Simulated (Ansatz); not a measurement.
```tsv
atom	x (Å)	y (Å)	z (Å)
F	-0.8058	-0.7433	1.5050
P	1.3015	-0.0934	-0.7322
Sb	-0.6998	0.8195	-1.5822
Si	-0.5198	-1.3890	-0.0760
```

Geometry: PBE0-D3(BJ)/def2-SVPD; core potentials replace the inner electrons of Sb.

Level of theory: isolated molecule in a Gaussian basis; Kohn-Sham density functional theory, functional PBE0 in Ansatz 0.2.0.

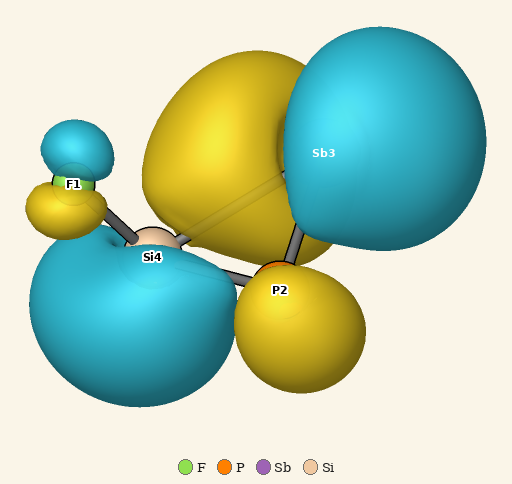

FPSbSi (SMILES F[Si]1=[P][Sb-]1) (charge −1). The HOMO at ±0.08 Å⁻³ᐟ² (yellow and cyan are the two phases), seen at a tilt.

> What is the character of this orbital?

It lies mainly on Sb3 (about 55 %), Si4 (about 35 %) and P2 (about 10 %). Its energy is −1.05 eV.
